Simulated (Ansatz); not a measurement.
# CH3Cl3OSi: what the fields show

```yaml
atoms:
  - { symbol: Si, position_ang: [0.1164, -0.0571, 0.0885] }
  - { symbol: Cl, position_ang: [0.3139, 0.2289, 2.2104] }
  - { symbol: Cl, position_ang: [1.9808, 0.2215, -0.8845] }
  - { symbol: Cl, position_ang: [-1.3301, 1.3622, -0.6296] }
  - { symbol: O, position_ang: [-0.3663, -1.6373, -0.2599] }
  - { symbol: C, position_ang: [-1.5817, -2.2539, 0.2297] }
  - { symbol: H, position_ang: [-1.5872, -2.2889, 1.3357] }
  - { symbol: H, position_ang: [-2.4734, -1.7070, -0.1313] }
  - { symbol: H, position_ang: [-1.5876, -3.2779, -0.1730] }
```

These are results of Ansatz 0.2.0, RKS LDA/6-31G, not measurements.

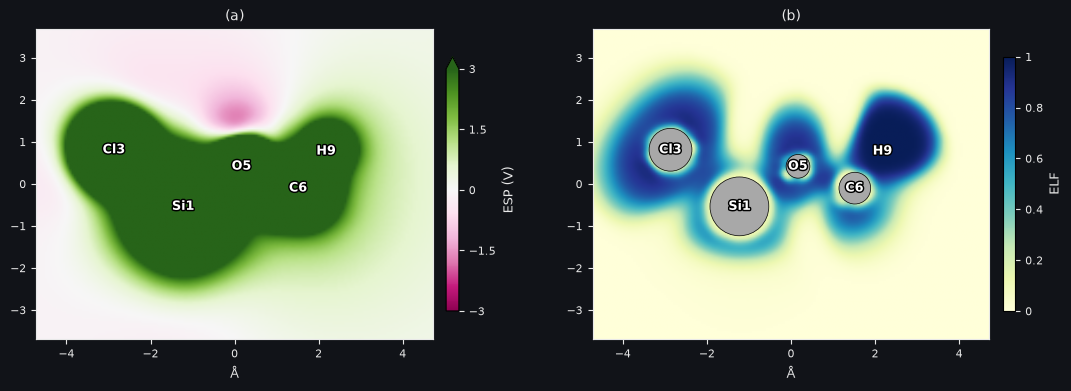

Figure 1. (a) molecular electrostatic potential; (b) ELF on the plane of atoms Si1, O5 and C6. Grey discs cover the atomic cores in the ELF map.

Read the bonding off the picture.

The plane passes through Si, Cl, O, C and H nuclei.
C–O (1.45 Å): the ELF peaks at about 0.85 between the atoms, as expected for a polar covalent bond.
Si–O (1.69 Å): the ELF peaks at about 0.85 between the atoms; a shared but strongly polarised pair.
Si–Cl (2.12 Å): the ELF peaks at about 0.80 between the atoms: a polar covalent bond.
C–H (1.10 Å): the ELF climbs to about 1 towards the hydrogen, as it does in any bond to H; a covalent bond by its length.
The ELF also peaks beside Cl3 and O5, away from the bonds: lone-pair regions.
Outside the dense part of the molecule the potential is most negative (−1.7 V) near O5.

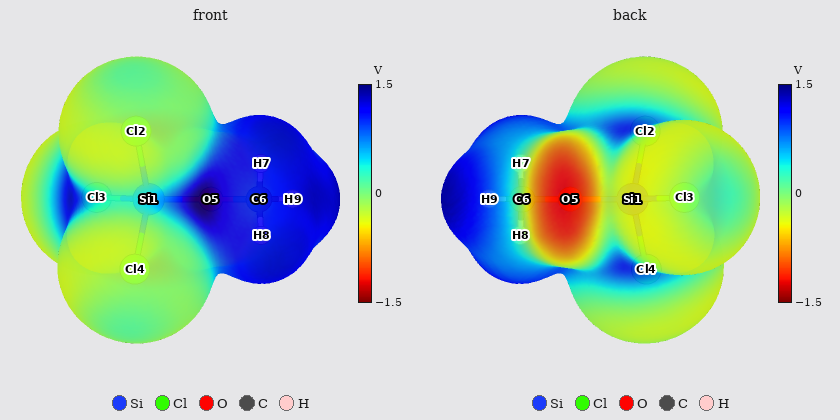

Figure 2. The molecular electrostatic potential painted on the density surface at 0.002 e/bohr³, seen from the front and from behind; the colour scale runs from red (negative) to blue (positive).

Describe the electrostatic potential map.

The most negative region (about −1.1 V) lies over O5, the most positive (about +1.4 V) over Si1, C6 and H9. Cl3 shows a σ-hole: about +0.2 V at the tip opposite its bond, against about −0.3 V on its flanks. O5 is the likeliest acceptor of a hydrogen bond.

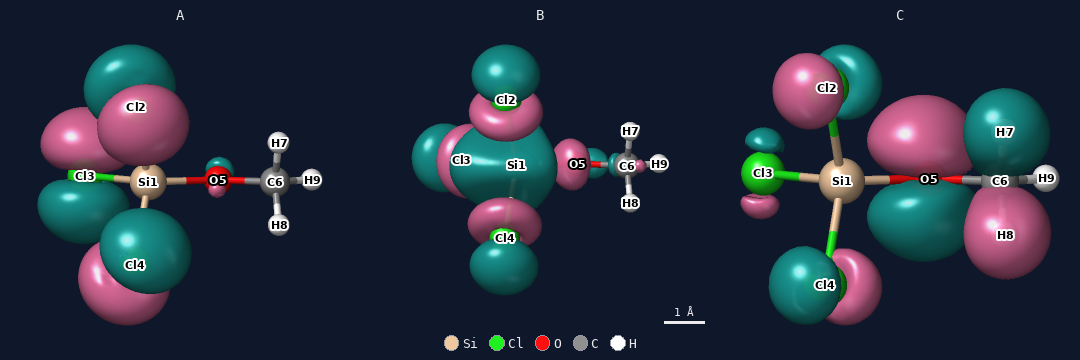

Figure 3. Three frontier orbitals at ±0.1 Å⁻³ᐟ² (teal and pink are the two phases), in no order.

Order the three orbitals by energy and name them.

A is the HOMO−1 (−8.24 eV). Its weight (Hirshfeld) is mainly on Cl2 (about 35 %), Cl4 (about 35 %) and Cl3 (about 30 %); largely a combination of lone pairs on Cl2, Cl4 and Cl3. C is the HOMO (−7.79 eV). It lies mainly on O5 (about 55 %), C6 (about 10 %), Cl2 (about 5 %) and Cl4 (about 5 %). B is the LUMO (−3.46 eV). Its weight (Hirshfeld) is mainly on Si1 (about 30 %), Cl3 (about 20 %), Cl2 (about 20 %), Cl4 (about 20 %) and O5 (about 5 %).

What is the HOMO–LUMO gap?

4.33 eV between the orbital energies.
